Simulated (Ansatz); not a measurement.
**SiO (triplet): B2PLYP, RPA-PBE over vertical spin and charge gaps, cc-pVDZ**

How well do these functionals follow the top wave-function level for SiO (triplet) over vertical spin and charge gaps?

The runs use Ansatz 0.2.0, Gaussian basis; cc-pVDZ, all electrons in the functionals, frozen cores in the correlation of double hybrids and RPA.

To be run: B2PLYP, RPA-PBE, at charge 0, triplet; charge 0, singlet; charge 0, quintet; charge 1, doublet; charge 1, quartet.

19 further runs of the same task are left out: 8 that didn't finish, 11 set aside as unsound or not needed.

## (1) What is computed

The geometry is a PBE0/def2-TZVP stationary point (not a proven minimum).

2 atoms, charge 0, spin multiplicity 3.

Atoms are counted from 1 here; the program's logs count them from 0.

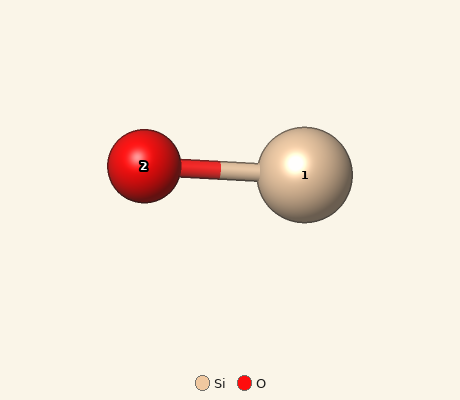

The geometry (silicon light orange, oxygen red); atoms are numbered from 1 in the order of the file.

No dispersion term is added.

The geometry shown and the zero of energy belong to the point charge 0, triplet. The yardstick, UCCSD(T), and other wave-function levels (R restricted, U unrestricted, valence and pair active spaces) come from earlier runs.

## (2) B2PLYP, charge 0, triplet

in.yaml reads:

```yaml
crystal:
  periodic: [false, false, false]
  atoms:
    - {symbol: Si, position_ang: [0.000000, 0.000000, 0.000000]}
    - {symbol: O, position_ang: [0.000000, 0.000000, 1.723500]}
basis:
  gaussian: {orbitals: cc-pVDZ}
magnetization: {spin_polarized: true, initial_magnetization: 2}
hamiltonian: {xc: {name: B2PLYP}}
correlation: {electrons: outside_noble_gas}
```

Started as:

```console
> ansatz run in.yaml --threads 1 --pin off --events-out ev --progress --plain --max-ram 2393MiB
```

Output:

```text
Functional definition: B2PLYP
  name "B2PLYP"
  cite "Grimme, J. Chem. Phys. 124, 034108 (2006) doi:10.1063/1.2148954"
  cite "Becke, Phys. Rev. A 38, 3098 (1988) doi:10.1103/PhysRevA.38.3098"
  cite "Lee, Yang & Parr, Phys. Rev. B 37, 785 (1988) doi:10.1103/PhysRevB.37.785"
  parameter a = 0.53
  parameter c = 0.27
  exchange = (1 - a)*b88_x + a*exact_x
  correlation = (1 - c)*lyp_c + c*(mp2_os + mp2_ss)
314 factors; integrals over basis functions are off by at most 6.1e-4 eV
mean field evaluation 1: about -9907.6435 eV, gradient 3.3e1 eV
mean field evaluation 2: about -9907.7129 eV, gradient 3.3e1 eV
mean field evaluation 4: about -9912.8653 eV, gradient 2.6e0 eV
mean field evaluation 8: about -9913.0400 eV, gradient 7.4e-1 eV
mean field evaluation 16: about -9913.0626 eV, gradient 1.3e-3 eV
mean field evaluation 32: about -9913.1000 eV, gradient 7.6e-1 eV
mean field evaluation 64: about -9913.8159 eV, gradient 4.1e-1 eV
mean field evaluation 96: about -9913.8131 eV, gradient 5.6e-1 eV
mean field -9913.81752012 eV, -364.3260740376 hartree, gradient 1.1e-6 eV, S^2 2.014782; 8 other end points of the search recorded, 0 dependent functions left out
6 core orbitals not correlated: weight in the atoms' cores, before any rotation towards them, 1.000 or more for the frozen orbitals, at most 0.000 for the correlated occupied ones
reference -9913.81761497 eV, -364.3260775233 hartree; 6, 4 occupied and 20, 22 virtual orbitals, 314 factors
second order -6.67923554 eV of doubles, -0.00000000 eV of singles
Total energy: -9915.62100857 eV, -364.3923510156 hartree
```

Wall time 1.5 s (1 thread of AMD EPYC 9R45, shared host).

From the report: ⟨S²⟩ of the determinant 2.015 (pure triplet: 2.00).

## (3) B2PLYP, charge 0, singlet

Changes to in.yaml since step 2:

```diff
@@ -7,3 +7,3 @@
   gaussian: {orbitals: cc-pVDZ}
-magnetization: {spin_polarized: true, initial_magnetization: 2}
+magnetization: {spin_polarized: true, initial_magnetization: 0}
 hamiltonian: {xc: {name: B2PLYP}}
```

Launched as before.

Output, cut to the lines that bear on the results:

```text
Functional definition: B2PLYP
  name "B2PLYP"
  cite "Grimme, J. Chem. Phys. 124, 034108 (2006) doi:10.1063/1.2148954"
  cite "Becke, Phys. Rev. A 38, 3098 (1988) doi:10.1103/PhysRevA.38.3098"
  cite "Lee, Yang & Parr, Phys. Rev. B 37, 785 (1988) doi:10.1103/PhysRevB.37.785"
[...]
314 factors; integrals over basis functions are off by at most 6.1e-4 eV
[...]
mean field -9916.10029160 eV, -364.4099643419 hartree, gradient 4.9e-6 eV, S^2 0.000000; 6 other end points of the search recorded, 0 dependent functions left out
6 core orbitals not correlated: weight in the atoms' cores, before any rotation towards them, 1.000 or more for the frozen orbitals, at most 0.000 for the correlated occupied ones
reference -9916.10038918 eV, -364.4099679283 hartree; 5, 5 occupied and 21, 21 virtual orbitals, 314 factors
second order -11.03626730 eV of doubles, -0.00000000 eV of singles
Total energy: -9919.08018135 eV, -364.5194732708 hartree
```

It took 0.78 s on 1 thread of AMD EPYC 9R45, shared host.

From the report: ⟨S²⟩ of the determinant 0.000 (pure singlet: 0.00).

From charge 0, triplet: -3.459 eV.

## (4) B2PLYP, charge 0, quintet

Changes to in.yaml since step 3:

```diff
@@ -7,3 +7,3 @@
   gaussian: {orbitals: cc-pVDZ}
-magnetization: {spin_polarized: true, initial_magnetization: 0}
+magnetization: {spin_polarized: true, initial_magnetization: 4}
 hamiltonian: {xc: {name: B2PLYP}}
```

The command is unchanged.

Output, cut to the lines that bear on the results:

```text
Functional definition: B2PLYP
  name "B2PLYP"
  cite "Grimme, J. Chem. Phys. 124, 034108 (2006) doi:10.1063/1.2148954"
  cite "Becke, Phys. Rev. A 38, 3098 (1988) doi:10.1103/PhysRevA.38.3098"
  cite "Lee, Yang & Parr, Phys. Rev. B 37, 785 (1988) doi:10.1103/PhysRevB.37.785"
[...]
314 factors; integrals over basis functions are off by at most 6.1e-4 eV
[...]
mean field -9910.67285668 eV, -364.2105097877 hartree, gradient 3.1e-6 eV, S^2 6.009345; 0 other end points of the search recorded, 0 dependent functions left out
6 core orbitals not correlated: weight in the atoms' cores, before any rotation towards them, 1.000 or more for the frozen orbitals, at most 0.000 for the correlated occupied ones
reference -9910.67295130 eV, -364.2105132648 hartree; 7, 3 occupied and 19, 23 virtual orbitals, 314 factors
second order -5.90215146 eV of doubles, -0.00000000 eV of singles
Total energy: -9912.26653219 eV, -364.2690762825 hartree
```

It took 0.39 s on 1 thread of AMD EPYC 9R45, shared host.

From the report: ⟨S²⟩ of the determinant 6.009 (pure quintet: 6.00).

From charge 0, triplet: +3.354 eV.

## (5) B2PLYP, charge 1, doublet

Changes to in.yaml since step 4:

```diff
@@ -7,3 +7,4 @@
   gaussian: {orbitals: cc-pVDZ}
-magnetization: {spin_polarized: true, initial_magnetization: 4}
+total_charge: 1
+magnetization: {spin_polarized: true, initial_magnetization: 1}
 hamiltonian: {xc: {name: B2PLYP}}
```

Same command.

Output, cut to the lines that bear on the results:

```text
Functional definition: B2PLYP
  name "B2PLYP"
  cite "Grimme, J. Chem. Phys. 124, 034108 (2006) doi:10.1063/1.2148954"
  cite "Becke, Phys. Rev. A 38, 3098 (1988) doi:10.1103/PhysRevA.38.3098"
  cite "Lee, Yang & Parr, Phys. Rev. B 37, 785 (1988) doi:10.1103/PhysRevB.37.785"
[...]
314 factors; integrals over basis functions are off by at most 6.1e-4 eV
[...]
mean field -9906.32099380 eV, -364.0505817764 hartree, gradient 8.5e-7 eV, S^2 0.756852; 6 other end points of the search recorded, 0 dependent functions left out
6 core orbitals not correlated: weight in the atoms' cores, before any rotation towards them, 1.000 or more for the frozen orbitals, at most 0.000 for the correlated occupied ones
reference -9906.32109179 eV, -364.0505853776 hartree; 5, 4 occupied and 21, 22 virtual orbitals, 314 factors
second order -6.88481909 eV of doubles, -0.00000000 eV of singles
Total energy: -9908.17999294 eV, -364.1188987350 hartree
```

It took 1.2 s on 1 thread of AMD EPYC 9R45, shared host.

From the report: ⟨S²⟩ of the determinant 0.757 (pure doublet: 0.75).

From charge 0, triplet: +7.441 eV.

## (6) B2PLYP, charge 1, quartet

Changes to in.yaml since step 5:

```diff
@@ -8,3 +8,3 @@
 total_charge: 1
-magnetization: {spin_polarized: true, initial_magnetization: 1}
+magnetization: {spin_polarized: true, initial_magnetization: 3}
 hamiltonian: {xc: {name: B2PLYP}}
```

Launched as before.

Output, cut to the lines that bear on the results:

```text
Functional definition: B2PLYP
  name "B2PLYP"
  cite "Grimme, J. Chem. Phys. 124, 034108 (2006) doi:10.1063/1.2148954"
  cite "Becke, Phys. Rev. A 38, 3098 (1988) doi:10.1103/PhysRevA.38.3098"
  cite "Lee, Yang & Parr, Phys. Rev. B 37, 785 (1988) doi:10.1103/PhysRevB.37.785"
[...]
314 factors; integrals over basis functions are off by at most 6.1e-4 eV
[...]
mean field -9902.86766630 eV, -363.9236743318 hartree, gradient 2.7e-6 eV, S^2 3.768733; 8 other end points of the search recorded, 0 dependent functions left out
6 core orbitals not correlated: weight in the atoms' cores, before any rotation towards them, 1.000 or more for the frozen orbitals, at most 0.000 for the correlated occupied ones
reference -9902.86776896 eV, -363.9236781045 hartree; 6, 3 occupied and 20, 23 virtual orbitals, 314 factors
second order -5.99746187 eV of doubles, -0.00000000 eV of singles
Total energy: -9904.48708367 eV, -363.9831868223 hartree
```

It took 1.4 s on 1 thread of AMD EPYC 9R45, shared host.

From the report: ⟨S²⟩ of the determinant 3.769 (pure quartet: 3.75).

From charge 0, triplet: +11.134 eV.

## (7) RPA-PBE, charge 0, triplet

in.yaml reads:

```yaml
crystal:
  periodic: [false, false, false]
  atoms:
    - {symbol: Si, position_ang: [0.000000, 0.000000, 0.000000]}
    - {symbol: O, position_ang: [0.000000, 0.000000, 1.723500]}
basis:
  gaussian: {orbitals: cc-pVDZ}
magnetization: {spin_polarized: true, initial_magnetization: 2}
hamiltonian: {xc: {name: PBE}}
correlation: {method: rpa, electrons: outside_noble_gas}
```

Launched as before.

Output, cut to the lines that bear on the results:

```text
Functional definition: PBE
  name "PBE"
  cite "Perdew, Burke & Ernzerhof, Phys. Rev. Lett. 77, 3865 (1996) doi:10.1103/PhysRevLett.77.3865"
  parent pbe
[...]
314 factors; integrals over basis functions are off by at most 6.1e-4 eV
[...]
mean field -9914.47324713 eV, -364.3501715607 hartree, gradient 2.8e-6 eV, S^2 2.003391; 15 other end points of the search recorded, 0 dependent functions left out
6 core orbitals not correlated: weight in the atoms' cores, before any rotation towards them, 1.000 or more for the frozen orbitals, at most 0.000 for the correlated occupied ones
reference -9895.56596077 eV, -363.6553416029 hartree; 6, 4 occupied and 20, 22 virtual orbitals, 314 factors
Total energy: -9906.23930503 eV, -364.0475797698 hartree
```

Wall time 2.1 s (1 thread of AMD EPYC 9R45, shared host).

From the report: ⟨S²⟩ of the determinant 2.003 (pure triplet: 2.00).

## (8) RPA-PBE, charge 0, singlet

Changes to in.yaml since step 7:

```diff
@@ -7,3 +7,3 @@
   gaussian: {orbitals: cc-pVDZ}
-magnetization: {spin_polarized: true, initial_magnetization: 2}
+magnetization: {spin_polarized: true, initial_magnetization: 0}
 hamiltonian: {xc: {name: PBE}}
```

Same command.

Output, cut to the lines that bear on the results:

```text
Functional definition: PBE
  name "PBE"
  cite "Perdew, Burke & Ernzerhof, Phys. Rev. Lett. 77, 3865 (1996) doi:10.1103/PhysRevLett.77.3865"
  parent pbe
[...]
314 factors; integrals over basis functions are off by at most 6.1e-4 eV
[...]
mean field -9917.92543169 eV, -364.4770370034 hartree, gradient 1.4e-6 eV, S^2 0.000000; 0 other end points of the search recorded, 0 dependent functions left out
6 core orbitals not correlated: weight in the atoms' cores, before any rotation towards them, 1.000 or more for the frozen orbitals, at most 0.000 for the correlated occupied ones
reference -9897.37599685 eV, -363.7218592018 hartree; 5, 5 occupied and 21, 21 virtual orbitals, 314 factors
Total energy: -9909.60268006 eV, -364.1711815223 hartree
```

Wall time 0.33 s (1 thread of AMD EPYC 9R45, shared host).

From the report: ⟨S²⟩ of the determinant 0.000 (pure singlet: 0.00).

From charge 0, triplet: -3.363 eV.

## (9) RPA-PBE, charge 0, quintet

Changes to in.yaml since step 8:

```diff
@@ -7,3 +7,3 @@
   gaussian: {orbitals: cc-pVDZ}
-magnetization: {spin_polarized: true, initial_magnetization: 0}
+magnetization: {spin_polarized: true, initial_magnetization: 4}
 hamiltonian: {xc: {name: PBE}}
```

The command is unchanged.

Output, cut to the lines that bear on the results:

```text
Functional definition: PBE
  name "PBE"
  cite "Perdew, Burke & Ernzerhof, Phys. Rev. Lett. 77, 3865 (1996) doi:10.1103/PhysRevLett.77.3865"
  parent pbe
[...]
314 factors; integrals over basis functions are off by at most 6.1e-4 eV
[...]
mean field -9911.20198220 eV, -364.2299547919 hartree, gradient 1.7e-6 eV, S^2 6.002534; 5 other end points of the search recorded, 0 dependent functions left out
6 core orbitals not correlated: weight in the atoms' cores, before any rotation towards them, 1.000 or more for the frozen orbitals, at most 0.000 for the correlated occupied ones
reference -9894.12004805 eV, -363.6022052905 hartree; 7, 3 occupied and 19, 23 virtual orbitals, 314 factors
Total energy: -9902.96624903 eV, -363.9272971803 hartree
```

Wall time 0.72 s (1 thread of AMD EPYC 9R45, shared host).

From the report: ⟨S²⟩ of the determinant 6.003 (pure quintet: 6.00).

From charge 0, triplet: +3.273 eV.

## (10) RPA-PBE, charge 1, doublet

Changes to in.yaml since step 9:

```diff
@@ -7,3 +7,4 @@
   gaussian: {orbitals: cc-pVDZ}
-magnetization: {spin_polarized: true, initial_magnetization: 4}
+total_charge: 1
+magnetization: {spin_polarized: true, initial_magnetization: 1}
 hamiltonian: {xc: {name: PBE}}
```

Same command.

Output, cut to the lines that bear on the results:

```text
Functional definition: PBE
  name "PBE"
  cite "Perdew, Burke & Ernzerhof, Phys. Rev. Lett. 77, 3865 (1996) doi:10.1103/PhysRevLett.77.3865"
  parent pbe
[...]
314 factors; integrals over basis functions are off by at most 6.1e-4 eV
[...]
mean field -9906.88157266 eV, -364.0711826697 hartree, gradient 4.8e-6 eV, S^2 0.766741; 9 other end points of the search recorded, 0 dependent functions left out
6 core orbitals not correlated: weight in the atoms' cores, before any rotation towards them, 1.000 or more for the frozen orbitals, at most 0.000 for the correlated occupied ones
reference -9888.41682918 eV, -363.3926158628 hartree; 5, 4 occupied and 21, 22 virtual orbitals, 314 factors
Total energy: -9898.82050353 eV, -363.7749438431 hartree
```

It took 1.4 s on 1 thread of AMD EPYC 9R45, shared host.

From the report: ⟨S²⟩ of the determinant 0.767 (pure doublet: 0.75).

From charge 0, triplet: +7.419 eV.

## (11) RPA-PBE, charge 1, quartet

Changes to in.yaml since step 10:

```diff
@@ -8,3 +8,3 @@
 total_charge: 1
-magnetization: {spin_polarized: true, initial_magnetization: 1}
+magnetization: {spin_polarized: true, initial_magnetization: 3}
 hamiltonian: {xc: {name: PBE}}
```

Same command.

Output, cut to the lines that bear on the results:

```text
Functional definition: PBE
  name "PBE"
  cite "Perdew, Burke & Ernzerhof, Phys. Rev. Lett. 77, 3865 (1996) doi:10.1103/PhysRevLett.77.3865"
  parent pbe
[...]
314 factors; integrals over basis functions are off by at most 6.1e-4 eV
[...]
mean field -9903.31863353 eV, -363.9402470717 hartree, gradient 1.1e-6 eV, S^2 3.754173; 11 other end points of the search recorded, 0 dependent functions left out
6 core orbitals not correlated: weight in the atoms' cores, before any rotation towards them, 1.000 or more for the frozen orbitals, at most 0.000 for the correlated occupied ones
reference -9886.16248469 eV, -363.3097702307 hartree; 6, 3 occupied and 20, 23 virtual orbitals, 314 factors
Total energy: -9895.19850593 eV, -363.6418378866 hartree
```

Wall time 1.4 s (1 thread of AMD EPYC 9R45, shared host).

From the report: ⟨S²⟩ of the determinant 3.754 (pure quartet: 3.75).

From charge 0, triplet: +11.041 eV.

## (12) The comparison

No level is safe as a reference over these points; UCCSD(T) serves as a yardstick only. It comes from earlier runs at the same points. Energies in eV, counted from charge 0, triplet; blanks weren't run or aren't comparable.

| level | triplet to singlet | triplet to quintet | ionisation to the doublet cation | ionisation to the quartet cation |
| --- | --- | --- | --- | --- |
| UCCSD(T) | -3.269 | 3.165 | 7.319 | 10.956 |
| B2PLYP | -3.459 | 3.354 | 7.441 | 11.134 |
| RPA-PBE | -3.363 | 3.273 | 7.419 | 11.041 |

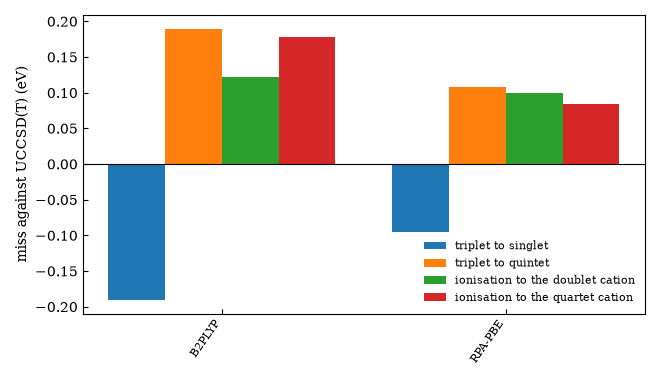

Misses of the gaps against UCCSD(T).

Largest miss and mean time a point (UCCSD(T) took 1.3 s a point; shared hosts):

| level | largest miss (eV) | where | time a point |
| --- | --- | --- | --- |
| B2PLYP | -0.191 | triplet to singlet | 1.1 s |
| RPA-PBE | +0.108 | triplet to quintet | 1.2 s |

## (13) Summary of results

```
                                  quantity                           value
              triplet to singlet, UCCSD(T)                       -3.269 eV
              triplet to quintet, UCCSD(T)                        3.165 eV
ionisation to the doublet cation, UCCSD(T)                        7.319 eV
ionisation to the quartet cation, UCCSD(T)                       10.956 eV
                      largest miss, B2PLYP  -0.191 eV (triplet to singlet)
                     largest miss, RPA-PBE  +0.108 eV (triplet to quintet)
```

Of the functionals, RPA-PBE keep the smallest largest miss at the points compared (at most 0.108 eV) and B2PLYP strays most (0.191 eV, at triplet to singlet). Functionals and the yardstick converge differently with the basis, so part of each miss in cc-pVDZ is the basis. The yardstick itself may be off where one determinant is a poor start.
